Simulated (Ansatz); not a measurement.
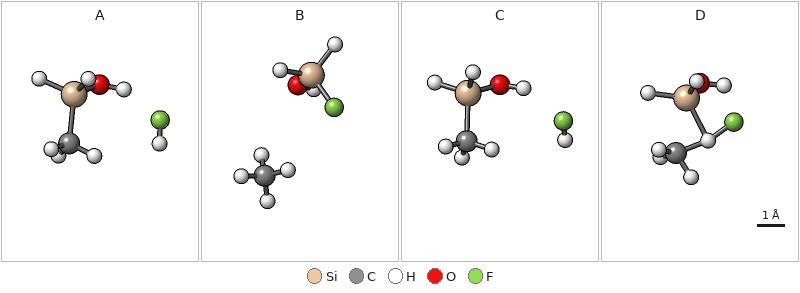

4 geometries from a converged minimum-energy path of CH7FOSi, shuffled. Style: ball-and-stick. Shown from a free direction.

Computed with Ansatz 0.2.0, RHF/def2-SVP. Set-up: 5 movable images; climbing image; force threshold 0.05 eV/Å; iteration limit 60; starting path through a guess of the saddle point.

**Which of them lies highest in energy?**

D. In order along the path, whose images run from 0 to 6: C (image 0, 0.0 kcal/mol), A (image 1, +0.5 kcal/mol), D (image 3, +52.2 kcal/mol), B (image 6, −36.3 kcal/mol). Breaking: F–H (0.90 → 2.96 Å), C–Si (1.88 → 4.21 Å). Forming: C–H (3.89 → 1.09 Å), F–Si (3.77 → 1.61 Å).

The run took 97 s on 2 threads of Arm Neoverse V1 (shared host), peak memory 0.17 GiB.
